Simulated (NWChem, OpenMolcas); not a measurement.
# A ladder of methods for CHClInNO (SMILES O=C=[N][InH][Cl])

CHClInNO: 6 atoms, total charge 0, spin state singlet. SMILES: `O=C=[N][InH][Cl]`. The coordinates come from a PBE0-D4/def2-TZVP relaxation. This is one conformer, not always the lowest.

```xyz
6

O     1.6280   -2.3204    0.0581
C     0.8966   -1.4709    0.3793
N     0.1367   -0.6269    0.7821
In   -0.7442    1.0279    0.0313
Cl   -0.1270    1.3820   -2.1720
H    -1.7901    2.0083    0.9212
```

Each level gives the dipole moment (D). The values are calculated.

| level | kind | program | value (D) |
| --- | --- | --- | --- |
| SVWN5/def2-SVP (core potential) | LDA | OpenMolcas | 3.17 |
| BLYP/def2-SVP (core potential) | GGA | OpenMolcas | 3.05 |
| PBE/def2-SVP (core potential) | GGA | NWChem | 3.13 |
| M06-L/def2-SVP (core potential) | meta-GGA | OpenMolcas | 3.58 |
| r2SCAN/def2-SVP (core potential) | meta-GGA | OpenMolcas | 3.42 |
| B3LYP/def2-SVP (core potential) | global hybrid | OpenMolcas | 3.36 |
| BHLYP/def2-SVP (core potential) | global hybrid | OpenMolcas | 3.69 |
| PBE0/def2-SVP (core potential) | global hybrid | NWChem | 3.48 |

The values span 3.05 to 3.69 D. Magnitudes only.

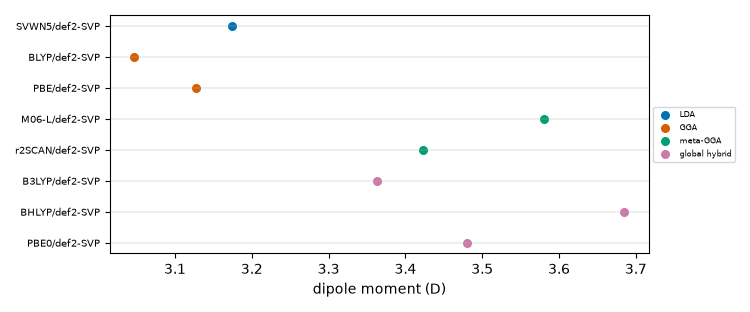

The values of the table, level by level.
